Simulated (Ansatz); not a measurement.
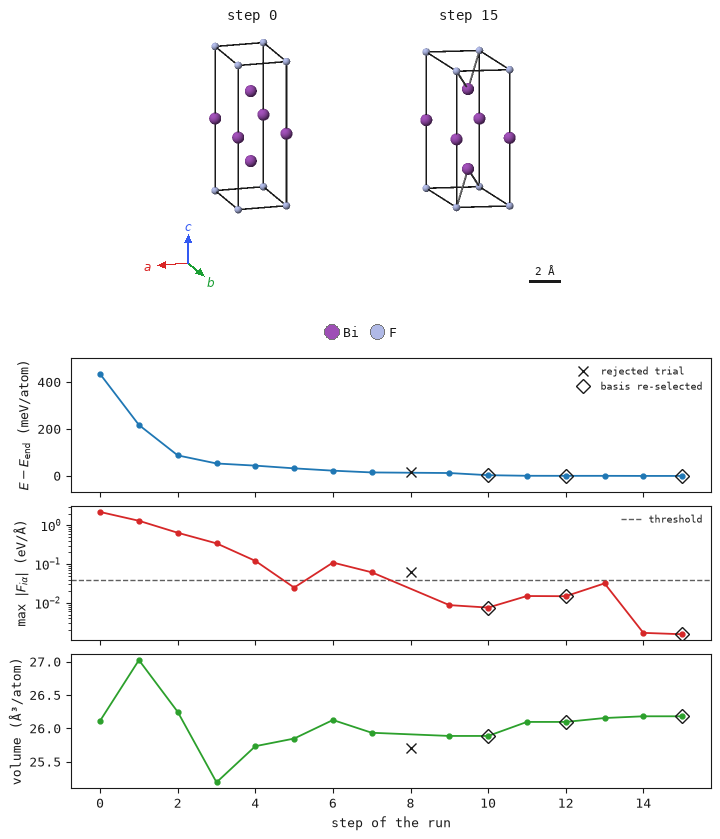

First and last geometry of a relaxation of solid Bi3F (a generated structure, set up in Cmmm) (coarse preliminary run), with the history of the run. A ball-and-stick model of the cell of the calculation, seen from a free direction.

All numbers below come from Ansatz 0.2.0, DFT PBE, scalar-relativistic, plane waves, PAW. Set-up: plane-wave cutoff 420 eV; k-point mesh 6 × 6 × 2; occupations gaussian; smearing width 0.1 eV; no spin polarisation; cell and atoms relaxed; force threshold 0.04 eV/Å; at most 70 steps.

**Read the history and describe the run.**

It converged. The largest moves relative to the cell, 0.50 Å, are those of Bi atoms. F stays in place. Cell: a = b 3.224 → 3.500 Å (+8.6 %), c 10.543 → 9.964 Å (−5.5 %), γ 107.6° → 120.9°. Volume +0.3 %. Near-neighbour distances that change, for instance: Bi–F 3.314 → 2.688 Å. The space group stays Cmmm (No. 65). After 11 accepted moves (15 points after the start) the energy has fallen by 434 meV per atom. Largest force component: 2.2 eV/Å at the start, 0.0016 eV/Å at the end. Pressure: 5.60 GPa at the start and 0.03 GPa at the end. The line search rejected the trial step at point 8 of the run. At 3 points the geometry stayed and the basis and grid were re-selected for the new cell (energy shift of 9.2 meV per atom at most each time). The run took 60 s on 1 thread of AMD EPYC 7B13 (Zen 3), with other jobs on the host, peak memory 0.47 GiB.

Limits of the set-up: layers or molecules are held without a dispersion correction, so their spacing is unreliable.
